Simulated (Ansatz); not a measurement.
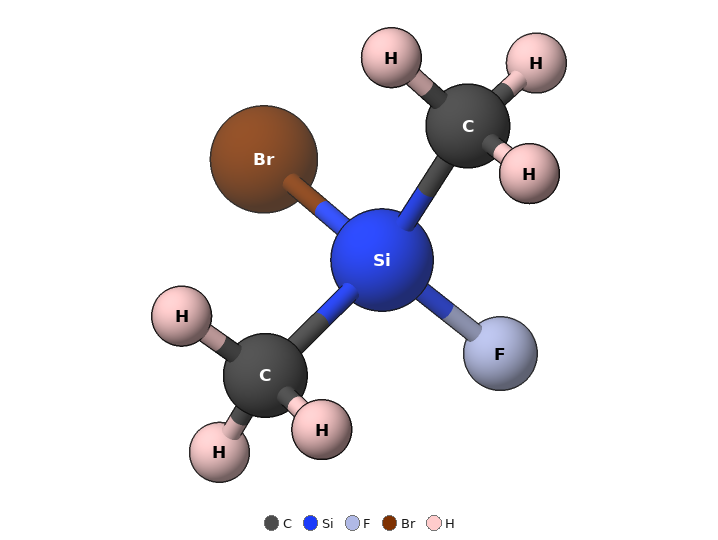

The computed structure is the end point of a PBE-D4/def2-SVP optimisation. No frequency run is at hand to confirm it as a minimum. Level of theory: RKS PBE-D4/def2-SVP (Ansatz 0.2.0).

Question: Estimate the dispersion correction.

Answer: −25.1 kJ/mol.

Question: What is the dipole moment?

Answer: 2.49 D.
